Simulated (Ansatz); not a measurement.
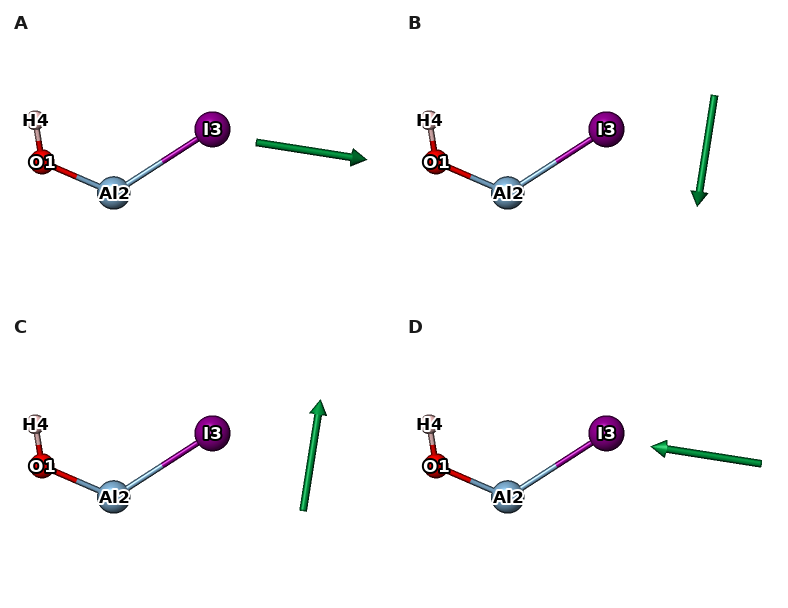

The same molecule four times, each with an arrow. State: neutral, doublet. The geometry was computed by an optimisation with PBE0-D4/def2-TZVP. No frequency run is at hand to confirm it as a minimum. Level of theory: UKS PBE0-D4/def2-TZVP, core potentials on I (Ansatz 0.2.0).

Which arrow points along the dipole moment, from the negative to the positive end?

D. The dipole moment is 0.59 D; it points from the side of I3 to the side of H4 (the outermost atoms at the two ends).
